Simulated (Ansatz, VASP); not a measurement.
# Cross-check of SiC (Moissanite 3C) between VASP and Ansatz

One calculation is typed for both programs; each brings its own data sets. How far apart do they land? The cell is taken from a series of VASP runs on this material, whose earlier steps may have relaxed, scaled or displaced it; both programs get it as it stands. Valence electrons are named where the data sets of a main pair hold unlike numbers.

Main program and level: Ansatz 0.2.0; plane waves, with VASP 6.6.1 beside it; band structure at PBE0 and band structure at r2SCAN-EpsX with an exact-exchange share of 0.143.

## (1) The starting structure

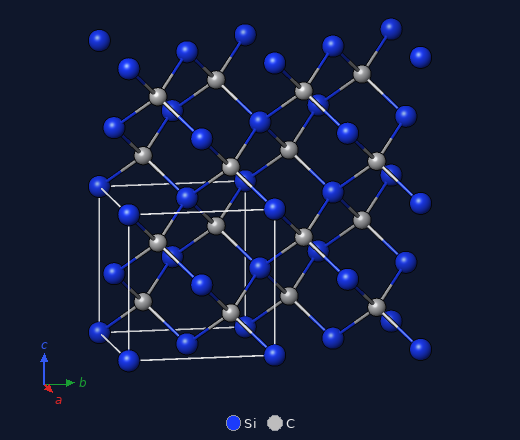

Start, viewed slightly off an axis; silicon blue, carbon light grey. 1×2×2 cells are drawn. This picture shows the conventional cell, with its axes. Bonds to atoms that aren't drawn are left out. Some periodic images of atoms are drawn too.

Structure file:

```xyz
2
Lattice="0.0000 2.1790 2.1790 2.1790 0.0000 2.1790 2.1790 2.1790 0.0000" Properties=species:S:1:pos:R:3 pbc="T T T"
Si    0.0000    0.0000    0.0000
C     3.2685    3.2685    3.2685
```

## (2) VASP: band structure, PBE0

The same path points are solved in both programs, so levels can be compared one by one.

Lines of VASP's logs that name or quote its potential files are left out, and so is its time.

The run reads the wave functions of an earlier VASP run, which isn't shown here.

Input file INCAR:

```
SYSTEM = SiC
PREC = Accurate
ENCUT = 460
EDIFF = 1E-06
NELM = 100
ISMEAR = 0
SIGMA = 0.03
LREAL = .FALSE.
ALGO = Normal
LHFCALC = .TRUE.
AEXX = 0.25
GGA = PE
LASPH = .TRUE.
NBANDS = 10
PRECFOCK = Fast
HFRCUT = -1
LORBIT = 11
LWAVE = .FALSE.
LCHARG = .FALSE.
KPAR = 4
```

Input file POSCAR:

```
SiC
1.0
    0.0000000000      2.1790000000      2.1790000000
    2.1790000000      0.0000000000      2.1790000000
    2.1790000000      2.1790000000      0.0000000000
Si C
1 1
Direct
    0.0000000000      0.0000000000      0.0000000000
    0.7500000000      0.7500000000      0.7500000000
```

Input file KPOINTS:

```
Automatic mesh
0
Gamma
6 6 6
0 0 0
```

Input file KPOINTS_OPT:

```
Line mode
10
Line-mode
Reciprocal
  0.00000000   0.00000000   0.00000000 GAMMA
  0.50000000   0.00000000   0.50000000 X

  0.50000000   0.00000000   0.50000000 X
  0.50000000   0.25000000   0.75000000 W

  0.50000000   0.25000000   0.75000000 W
  0.37500000   0.37500000   0.75000000 K

  0.37500000   0.37500000   0.75000000 K
  0.00000000   0.00000000   0.00000000 GAMMA

  0.00000000   0.00000000   0.00000000 GAMMA
  0.50000000   0.50000000   0.50000000 L

  0.50000000   0.50000000   0.50000000 L
  0.62500000   0.25000000   0.62500000 U

  0.62500000   0.25000000   0.62500000 U
  0.50000000   0.25000000   0.75000000 W

  0.50000000   0.25000000   0.75000000 W
  0.50000000   0.50000000   0.50000000 L

  0.50000000   0.50000000   0.50000000 L
  0.37500000   0.37500000   0.75000000 K

  0.62500000   0.25000000   0.62500000 U
  0.50000000   0.00000000   0.50000000 X
```

Potentials, in the order of the species: Si and C (PBE family, release 64).

On the command line:

```bash
$ mpirun -np 4 vasp_std
```

Numbers of over 12 decimals in the logs are rounded to 6 here.

The program printed:

```text
[banner, memory and clock lines left out]
running    4 mpi-ranks, on    1 nodes
 distrk:  each k-point on    1 cores,    4 groups
 distr:  one band on    1 cores,    1 groups

 POSCAR found type information on POSCAR SiC
 POSCAR found :  2 types and       2 ions
 LDA part: xc-table for (Slater+PW92), standard interpolation
 found WAVECAR, reading the header
 POSCAR, INCAR and KPOINTS ok, starting setup
 FFT: planning ... GRIDC
 FFT: planning ... GRID_SOFT
 FFT: planning ... GRID
 HFRCUT set to (new)   10.218542
 reading WAVECAR
 the WAVECAR file was read successfully
 initial charge from wavefunction
 entering main loop
       N       E                     dE             d eps       ncg     rms          rms(c)
DAV:   1    -0.184646343857E+02   -0.18465E+02   -0.80112E-01   320   0.651E+00    0.371E+00
DAV:   2    -0.184684750145E+02   -0.38406E-02   -0.12494E-02   384   0.841E-01    0.244E+00
DAV:   3    -0.184667910152E+02    0.16840E-02   -0.16755E-03   382   0.225E-01    0.142E+00
DAV:   4    -0.184663505152E+02    0.44050E-03   -0.48910E-04   338   0.115E-01    0.793E-01
DAV:   5    -0.184662027774E+02    0.14774E-03   -0.62462E-05   322   0.500E-02    0.443E-01
DAV:   6    -0.184661490830E+02    0.53694E-04   -0.18852E-05   330   0.354E-02    0.251E-01
DAV:   7    -0.184661320854E+02    0.16998E-04   -0.68640E-06   342   0.214E-02    0.142E-01
DAV:   8    -0.184661267083E+02    0.53771E-05   -0.18285E-06   298   0.113E-02    0.802E-02
DAV:   9    -0.184661250310E+02    0.16773E-05   -0.59393E-07   160   0.631E-03    0.459E-02
DAV:  10    -0.184661245700E+02    0.46094E-06   -0.26573E-07   160   0.435E-03
   1 F= -.18466125E+02 E0= -.18466125E+02  d E =-.230136E-15
 Start KPOINTS_OPT (optional k-point list driver)
k-point batch [1-16\100]
       N       E                     dE             ncg
DAV:   1     0.503057028267E+03   -0.33971E+04      320
DAV:   2     0.141664812156E+03   -0.36139E+03      424
DAV:   3     0.122927444012E+03   -0.18737E+02      400
DAV:   4     0.122754203314E+03   -0.17324E+00      400
DAV:   5     0.122752804613E+03   -0.13987E-02      422
DAV:   6     0.122752800263E+03   -0.43501E-05      400
DAV:   7     0.122752800246E+03   -0.17347E-07      386
[...]
k-point batch [97-100\100]
       N       E                     dE             ncg
DAV:   1     0.430953372769E+04   -0.14550E+04       96
DAV:   2     0.425585700192E+04   -0.53677E+02      104
DAV:   3     0.425474259433E+04   -0.11144E+01      118
DAV:   4     0.425473453568E+04   -0.80586E-02      104
DAV:   5     0.425473451750E+04   -0.18176E-04      118
DAV:   6     0.425473451747E+04   -0.32383E-07      120
```

Parts of OUTCAR (step 2):

```text
ion  position               nearest neighbor table
   1  0.000  0.000  0.000-   2 1.89   2 1.89   2 1.89   2 1.89
   2  0.750  0.750  0.750-   1 1.89   1 1.89   1 1.89   1 1.89

  LATTYP: Found a face centered cubic cell.
 ALAT       =     4.3580000000

 Subroutine GETGRP returns: Found 24 space group operations
 (whereof 24 operations were pure point group operations)

The static configuration has the point symmetry T_d .

 Found     16 irreducible k-points:

   k-points           NKPTS =     16   k-points in BZ     NKDIM =    216   number of bands    NBANDS=     10

   dimension x,y,z NGX =    24 NGY =   24 NGZ =   24
   dimension x,y,z NGXF=    48 NGYF=   48 NGZF=   48

   ENCUT  =  460.0 eV  33.81 Ry    5.81 a.u.   5.39  5.39  5.39*2*pi/ulx,y,z

   NELECT =       8.0000    total number of electrons

 k-points in reciprocal lattice and weights: Automatic mesh
   0.00000000  0.00000000  0.00000000       0.005
   0.16666667  0.00000000  0.00000000       0.037
   0.33333333  0.00000000  0.00000000       0.037
   0.50000000  0.00000000  0.00000000       0.019
   0.16666667  0.16666667  0.00000000       0.028
   0.33333333  0.16666667  0.00000000       0.111
   0.50000000  0.16666667  0.00000000       0.111
  -0.33333333  0.16666667  0.00000000       0.111
  -0.16666667  0.16666667  0.00000000       0.056
[...]
-0.33333333  0.33333333  0.16666667       0.111
  -0.33333333  0.50000000  0.16666667       0.056

  exchange ACFDT corr.  =         0.00000000  see jH, gK, PRB 81, 115126

 average (electrostatic) potential at core
       1 -76.2883       2 -40.5117

 E-fermi :   7.2742

 k-point     1 :       0.0000    0.0000    0.0000
  band No.  band energies     occupation
      1      -9.9258      2.00000
      2       7.1165      2.00000
      3       7.1165      2.00000
      4       7.1165      2.00000
      5      15.4085      0.00000
      6      16.4523      0.00000
      7      16.4523      0.00000
      8      16.4523      0.00000
      9      23.9765      0.00000
    ...

 k-point     2 :       0.1667    0.0000    0.0000
  band No.  band energies     occupation
      1      -9.3389      2.00000
      2       4.5148      2.00000
      3       6.7546      2.00000
      4       6.7546      2.00000
      5      15.4634      0.00000
      6      17.0255      0.00000
      7      17.0255      0.00000
      8      17.6647      0.00000
      9      22.3253      0.00000
    ...

 k-point     3 :       0.3333    0.0000    0.0000
  band No.  band energies     occupation
      1      -7.6811      2.00000
      2       0.2883      2.00000
      3       6.1833      2.00000
      4       6.1833      2.00000
      5      14.7648      0.00000
      6      16.8105      0.00000
      7      16.8105      0.00000
      8      19.3587      0.00000
      9      23.7733      0.00000
    ...

  energy-cutoff  :      460.00
  volume of cell :       20.69
      direct lattice vectors                 reciprocal lattice vectors
     0.000000000  2.179000000  2.179000000    -0.229463056  0.229463056  0.229463056
     2.179000000  0.000000000  2.179000000     0.229463056 -0.229463056  0.229463056
     2.179000000  2.179000000  0.000000000     0.229463056  0.229463056 -0.229463056

 POSITION                                       TOTAL-FORCE (eV/Angst)
 -----------------------------------------------------------------------------------
      0.00000      0.00000      0.00000        -0.000000     -0.000000     -0.000000
      3.26850      3.26850      3.26850         0.000000      0.000000      0.000000
 -----------------------------------------------------------------------------------
    total drift:                               -0.000001      0.000000     -0.000000

  FREE ENERGIE OF THE ION-ELECTRON SYSTEM (eV)
  ---------------------------------------------------
  free  energy   TOTEN  =       -18.4661245700 eV

  energy  without entropy=      -18.4661245700  energy(sigma->0) =      -18.46612457

 total charge
# of ion       s       p       d       tot
------------------------------------------
    1        0.717   0.987   0.000   1.704
    2        0.838   1.714   0.000   2.552
--------------------------------------------------
tot          1.555   2.701   0.000   4.256

[... 3 further parts left out ...]
```

## (3) Ansatz: band structure, PBE0

Ansatz runs on its default PAW (the set named soft_2) files.

The same cell, functional, mesh and smearing now go to Ansatz, which takes its cutoff from its data sets.

Input file input.yaml:

```yaml
crystal:
  lattice:
    - [0.0, 2.179, 2.179]
    - [2.179, 0.0, 2.179]
    - [2.179, 2.179, 0.0]
  atoms:
    - { symbol: Si, position: [0.0, 0.0, 0.0] }
    - { symbol: C, position: [0.75, 0.75, 0.75] }
hamiltonian:
  xc: pbe0
  pseudopotentials: { kind: paw }
kpoints:
  mp_grid: { grid: [6, 6, 6] }
  band_path:
    path:
      - [0.0, 0.0, 0.0]
      - [0.5, 0.0, 0.5]
      - [0.5, 0.22222, 0.72222]
      - [0.40278, 0.34722, 0.75]
      - [0.125, 0.125, 0.25]
      - [0.27778, 0.27778, 0.27778]
      - [0.55556, 0.38889, 0.55556]
      - [0.58333, 0.25, 0.66667]
      - [0.5, 0.30556, 0.69444]
      - [0.48611, 0.48611, 0.52778]
      - [0.625, 0.25, 0.625]
      - [0.5, 0.0, 0.5]
    npoints: 1
scf:
  occupations: { method: gaussian, width: 0.03 }
  n_extra_bands: 7
output:
  forces: true
  stress: true
  eigenvalues: true
```

On the command line:

```bash
$ ansatz run input.yaml --threads 4 --pin off --max-ram 9216MiB --backend cpu --events-out ev --progress --plain --runs-dir out
```

The program printed:

```text
Warning: output.stress: scf.convergence.dr2_threshold = 1e-7 eV (the SCF's general default) is looser than the 2e-10 eV advised for a printed stress (1e-10 eV for each atom of the cell: 2). What an SCF threshold leaves in a stress goes as its square root, and in the free energy as the threshold itself, and one threshold admits the most on a small cell: [figures from the program's tests cut] Set scf.convergence.dr2_threshold to 2e-10 eV or tighter. The threshold is an SCF's pass mark: one that does not reach it within its budget of iterations ends unconverged, or closes short of it on a stop that the run arms, and scf.convergence.dr2_threshold's page says what that costs each kind of run
Warning: output.stress: scf.exx.energy_threshold = 1e-6 eV is looser than the 2e-8 eV advised for a stress under a hybrid functional (1e-8 eV for each atom of the cell: 2). Every SCF of the exchange loop can meet its threshold on dr2 while the loop round them stops early: no threshold on dr2 bounds what that leaves in the stress. Set scf.exx.energy_threshold to 2e-8 eV or tighter. The threshold is the loop's pass mark: a loop that does not reach it within its budget of cycles ends unconverged, and scf.exx.energy_threshold's page has the law
scf.n_extra_bands = 7 over 4 filled bands (N_el = 8.0): the run solves 11 bands
Engine: ansatz 0.2.0, aarch64-unknown-linux-gnu
Pseudopotentials: kind: paw
Pseudopotential: Si, paw, valence charge 4, recommended cutoff 420 eV (normal), Si.paw.azcp
Pseudopotential: C, paw, valence charge 4, recommended cutoff 420 eV (normal), C.paw.azcp
Functional definition: PBE0
  parameter a = 0.25
  parameter kappa = 0.804
  parameter beta = 0.066725
  exchange = (1 - a)*pbe_x(kappa = kappa, mu = beta*pi^2/3) + a*exact_x
  correlation = pbe_c(beta = beta)
Crystal: 2 atoms, lattice volume = 20.692 Å³
Basis set: ecut = 420 eV, 411 PW (Γ), exchange–correlation on 48×48×48 points (8 copies of the dense FFT grid, shifted against one another)
Bands: 11, of which v1, the nominal top of the filled ones, is band 4 counted from 1 (3 counted from 0)
Symmetry: 24 space group operations
Space group: F-43m (ITA 216), of the structure as read, at distance tolerance 2.7e-5 Å
k-points: 16 of 216 (time reversal used)
Non-local potential: Si, projectors of the file, l = 0: 2, l = 1: 2, l = 2: 2
Non-local potential: C, projectors of the file, l = 0: 2, l = 1: 2, l = 2: 1
PAW form: soft (Blöchl's): semilocal exchange-correlation on the pseudo side does not see the compensation charge
PAW frozen core: Si, regenerated for the run's functional, and the local potential with it (the file was generated under x = pbe(κ = 0.804, μ = 0.219515), c = pbe(β = 0.066725))
PAW frozen core: C, regenerated for the run's functional, and the local potential with it (the file was generated under x = pbe(κ = 0.804, μ = 0.219515), c = pbe(β = 0.066725))
PAW one-centre angular grid: Si, 110 points (default); XC on 64 Gauss nodes
PAW one-centre angular grid: C, 110 points (default); XC on 64 Gauss nodes
Initial density: superposition of atomic densities (neutral atoms: chi_scale 0, normalization atom), corrected by the library's trained network
Initial wavefunctions: pseudopotential atomic-orbital guess
Functional: x = pbe(κ = 0.804, μ = 0.219515), c = pbe(β = 0.066725), warm-up for x = 0.75 pbe(κ = 0.804, μ = 0.219515) + 0.25 exact, c = pbe(β = 0.066725)
SCF iter   1: F=—  HF=-887.142679 eV  |F-HF|=—  |Δ(HF+E_count)|=         —  Δρ=1.50e-3  dr2=3.53e-4  ethr=1.77e-3  ⟨swp⟩=6.6  Hψ=857  notcnv=0
preconditioner: auto → none  [insulator: Δε(μ)=1.335 eV  Ē_g=17.559 eV  σ=0.030 eV  W_gap=1.00  n_scr=0 (ndim 8)  ℏωp=23.1 eV  f_vac=0.000  D(μ)=0.00/eV (n_scr^D=0)]
iter 2 solved again at ethr=2.70e-7 eV; its pass at ethr=4.42e-6 eV (dr2=2.16e-5 eV) is discarded
SCF iter   2: F=-887.142777 eV  HF=-887.142734 eV  |F-HF|=4.26e-5  |Δ(HF+E_count)|=   5.50e-5  Δρ=5.67e-4  dr2=2.25e-5  ethr=2.70e-7  ⟨swp⟩=2.2  Hψ=599  notcnv=0  defer=1
SCF 1 stopped early in 2 iterations: F = -887.142777 eV  dr2 = 2.25e-5
  greatest PAW one-centre occupation: 0.645 electrons in one spin orbital (limit 2), on the C atom at site 1 (counted from 0), in its partial waves of l = 0
Initial density: handed on by an earlier stage of this run
Initial wavefunctions: those handed on with the density
Functional: x = 0.75 pbe(κ = 0.804, μ = 0.219515) + 0.25 exact, c = pbe(β = 0.066725)
Frozen-core exchange: fock
SCF iter   1: F=—  HF=-888.013376 eV  |F-HF|=—  |Δ(HF+E_count)|=         —  Δρ=5.46e-3  dr2=3.83e-3  ethr=2.82e-6  ⟨swp⟩=7.2  Hψ=861  notcnv=0
preconditioner: auto → none  [insulator: Δε(μ)=2.911 eV  Ē_g=20.462 eV  σ=0.030 eV  W_gap=1.00  n_scr=0 (ndim 8)  ℏωp=23.1 eV  f_vac=0.000  D(μ)=0.00/eV (n_scr^D=0)]
SCF iter   2: F=—  HF=-888.011905 eV  |F-HF|=—  |Δ(HF+E_count)|=   1.47e-3  Δρ=2.55e-3  dr2=1.02e-3  ethr=2.82e-6  ⟨swp⟩=3.0  Hψ=370  notcnv=0
SCF iter   3: F=—  HF=-888.014772 eV  |F-HF|=—  |Δ(HF+E_count)|=   2.87e-3  Δρ=8.03e-4  dr2=1.52e-4  ethr=2.82e-6  ⟨swp⟩=3.2  Hψ=329  notcnv=0  defer=3
SCF iter   4: F=—  HF=-888.014729 eV  |F-HF|=—  |Δ(HF+E_count)|=   4.31e-5  Δρ=2.30e-4  dr2=1.80e-5  ethr=1.68e-6  ⟨swp⟩=2.6  Hψ=267  notcnv=0  defer=1
SCF iter   5: F=-888.014769 eV  HF=-888.014770 eV  |F-HF|=1.35e-6  |Δ(HF+E_count)|=   4.12e-5  Δρ=1.25e-4  dr2=3.19e-6  ethr=1.37e-7  ⟨swp⟩=3.0  Hψ=268  notcnv=0  defer=1
SCF 2 stopped early in 5 iterations: F = -888.014769 eV  dr2 = 3.19e-6
hybrid outer 1: dexx = +3.513e-3 eV, tail = 9.08e-6 eV
Frozen-core exchange: fock
SCF iter   1: F=—  HF=-888.014765 eV  |F-HF|=—  |Δ(HF+E_count)|=         —  Δρ=4.81e-5  dr2=5.14e-7  ethr=5.68e-7  ⟨swp⟩=5.2  Hψ=507  notcnv=0
preconditioner: auto → none  [insulator: Δε(μ)=2.954 eV  Ē_g=20.464 eV  σ=0.030 eV  W_gap=1.00  n_scr=0 (ndim 8)  ℏωp=23.1 eV  f_vac=0.000  D(μ)=0.00/eV (n_scr^D=0)]
SCF iter   2: F=—  HF=-888.014765 eV  |F-HF|=—  |Δ(HF+E_count)|=   1.54e-7  Δρ=8.76e-6  dr2=1.60e-8  ethr=6.34e-9  ⟨swp⟩=2.3  Hψ=246  notcnv=0
SCF iter   3: F=-888.014765 eV  HF=-888.014765 eV  |F-HF|=2.24e-9  |Δ(HF+E_count)|=   3.12e-8  Δρ=4.94e-6  dr2=3.71e-9  ethr=1.14e-10  ⟨swp⟩=3.5  Hψ=377  notcnv=0  defer=6
SCF 3 converged in 3 iterations: F = -888.014765 eV  dr2 = 3.71e-9
  Residual-converged pass: ⟨swp⟩=2.7  Hψ=257  notcnv=0  max |occ|·‖R‖ = 2.4e-6 eV (tolerance 2.4e-6 eV)  dr2=3.70e-9  dr2_onsite=8.12e-11  max |Δocc| = 0.0e0
hybrid outer 2: dexx = +5.633e-8 eV, tail = 8.60e-9 eV, Δε = 2.03e-3 eV (about 1.13e-4 eV left of the loop's levels)
NSCF: frozen V_eff on 12 k-points
hybrid SCF converged: 2 outer / 8 inner (+2 warm-up), last move |dexx| = 5.63e-8 eV, tail = 8.60e-9 eV
Stability not checked: this state was not tested for a lower state beside it, because the functional holds exact exchange (a hybrid, or Hartree-Fock), whose exchange loop this test does not read (fock_operator; see scf.lower_state_search)
Free energy (F): -888.014765 eV
Frozen-core exchange: fock
Harris-Foulkes:  -888.014765 eV  (|F-HF|=2.24e-9)
Internal energy: -888.014765 eV  (E = F + TS)
E sigma→0 (E₀):  -888.014765 eV
Fermi energy:    9.975547 eV
--- Per-component energies (eV) ---
  E_band       = 15.874634
  E_kinetic    = 135.779744
  E_local      = -103.391023  (includes V_loc(G=0)·N_el)
  E_nonlocal   = 50.555924
  E_hartree    = 32.186783
  E_xc         = -81.853343
  E_vxc        = -85.047189  (∫ρ·V_xc dr)
  E_exx        = -18.495042  (= α·E_x^exact, valence–valence)
  E_paw        = -617.940232  (= ΣΔE_a)
  E_vpaw       = -9.406766  (= ΣTr[D̂ρ^β])
  E_aug_tail   = 0.000011  (compensation charges beyond the density's cutoff)
  E_ewald      = -284.783780
  E_core_change = -0.073806  (= ΣΔE_core)
  E_smearing   = -0.000000  (= −TS)
  E_closure    = 0.000000  (closes the sum)
  Σ components = -888.014765   (vs F -888.014765, Δ=0.00e0)
--- Forces (eV/Å), atoms counted from 1 ---
  atom   1  Si    -0.00000000     0.00000000     0.00000000
  atom   2  C      0.00000000     0.00000000     0.00000000
  max |Σ_I F_I| component: 3.70e-17 eV/Å
--- Stress (GPa, compression-positive) ---
       -1.553086       0.000000      -0.000000
        0.000000      -1.553086       0.000000
        0.000000       0.000000      -1.553086
  P = ⅓ Tr σ = -1.5531 GPa (-15.531 kbar)
--- Band table (eV; the first three rows and the last of 16) ---
  k-point 0: bands = [-8.5326, 8.4991, 8.4991, 8.4991, 16.7636, 17.8435, 17.8435, 17.8435, ... 3 higher]
  k-point 1: bands = [-7.9464, 5.8961, 8.1395, 8.1395, 16.8361, 18.4144, 18.4144, 19.0376, ... 3 higher]
  k-point 2: bands = [-6.2895, 1.6772, 7.5705, 7.5705, 16.1352, 18.1891, 18.1891, 20.7191, ... 3 higher]
  k-point 15: bands = [-2.9379, 0.4803, 3.5537, 3.7423, 14.2668, 17.5787, 21.6792, 23.1233, ... 3 higher]
```

It took 9.2 s on 4 threads of Arm Neoverse V2, shared host; peak memory 0.58 GiB.

In the SCF lines HF is the Harris–Foulkes energy and dr2 the Hartree energy of the density residual, in eV; the loop may stop once dr2 is under the threshold and the program's other checks hold. Hψ counts applications of the Hamiltonian.

[end of part 1 of 2]

[Lines on the potential files, build, host, timing and source positions are cut from VASP's logs without a mark.]

[Logs are printed without paths, hosts, clocks, repeated set-up lines and the standing remarks that a program may print on its own settings, such as how far it seeks lower states.]

[Hosts, paths, dates, database ids (printed as entryN), source tags and the programs' standing remarks are cut or masked in the printed files.]
